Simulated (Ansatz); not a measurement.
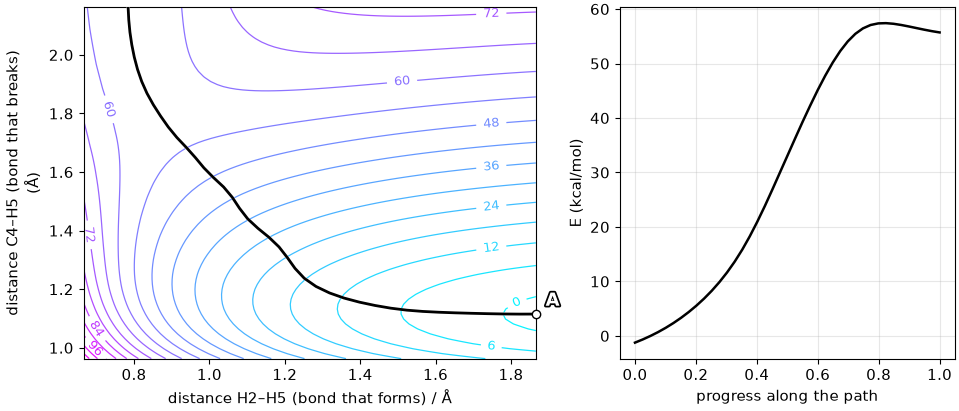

The reacting system CH₆GeO (fragments CH₆GeO where the first distance is long, CH₄GeO + H₂ where the second is long). 
- First axis: distance H2–H5 (bond that forms). Second axis: distance C4–H5 (bond that breaks).
- Relaxed at each point: all other coordinates.
- The grid has 9 × 9 points.
- Points are written as (first, second).
- Energies: kcal/mol, counted from the lowest grid point.
- The reference is spin-restricted, so regions where a bond is pulled apart into radicals lie too high.
- Method: RKS PBE0-D4/def2-SVP in Ansatz 0.2.0.

In the figure: contour lines labelled in kcal/mol, a line along the lowest path, the energy along the path at the right, the start A. Between grid points the surface is interpolated.

Q: Describe the path and its barrier.

A: The easiest path runs from the side where the first distance is long, about (1.87 Å, 1.12 Å), to the side where the second distance is long, about (0.78 Å, 2.16 Å). Its highest point, at about (0.83 Å, 1.87 Å), lies about 59 kcal/mol above the start and 1.7 kcal/mol above the end on the interpolated surface. An end on the edge of the scan is no minimum, so the barrier from there is a lower bound.
